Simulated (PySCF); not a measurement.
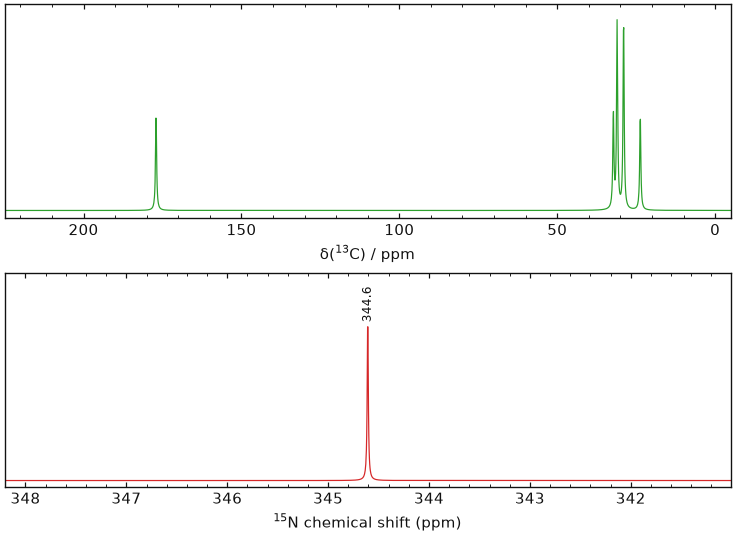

GIAO shifts, PBE0/pcSseg-1 with PySCF, at a GFN2-xTB geometry (no frequency check), against TMS for ¹³C and NH₃ for ¹⁵N computed at the same level (¹⁵N: a single molecule, while the usual scales start at liquid NH₃ or nitromethane; multiply bonded nitrogen can come out tens of ppm too deshielded). Gas phase, fully decoupled, line heights follow the number of nuclei, widths are arbitrary (no quadrupolar broadening); values of one conformer, averaged over methyl-type rotors and exact or near symmetry; other conformers aren't averaged in.

### Which molecule was computed?
A. C₄H₄FN, SMILES F/C=C\[C@H]1C=N1
B. C₇H₁₁N, SMILES [H]/N=C/[C@@H]1[C@H]2CCC[C@@H]12
C. C₇H₁₁N, SMILES C=CN1C=C(C)CC1
D. C₃H₁₀N₂Si, SMILES C=N[Si@@H](C)NC

Option B. Its ¹³C signals: 177.0 (1 C), 32.2 (1 C), 31.0 (2 C), 29.0 (2 C), 23.7 (1 C) ppm. Its ¹⁵N signals: 344.6 (1 N) ppm.

Caveats: the tight-binding geometry is rougher than a DFT one and adds to the error.
